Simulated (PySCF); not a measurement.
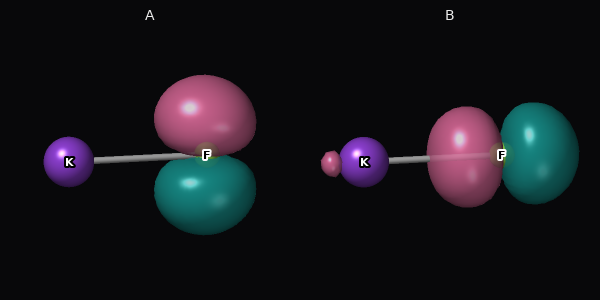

Figure 1: KF. Two frontier orbitals, each drawn at the value that holds 80 % of its norm (teal and pink are the two phases), in no order; of a degenerate pair one member is drawn.

These are results of PySCF 2.14.0, PBE0/aug-pcseg-1, non-relativistic, at a bond length of 2.182 Å, not measurements.

> Label each orbital by symmetry, say whether it is occupied, and order them by energy.

Orbital B: σ, occupied, −6.63 eV; mainly on F (90 %).
Orbital A: π, occupied, −6.58 eV; mainly on F (95 %).
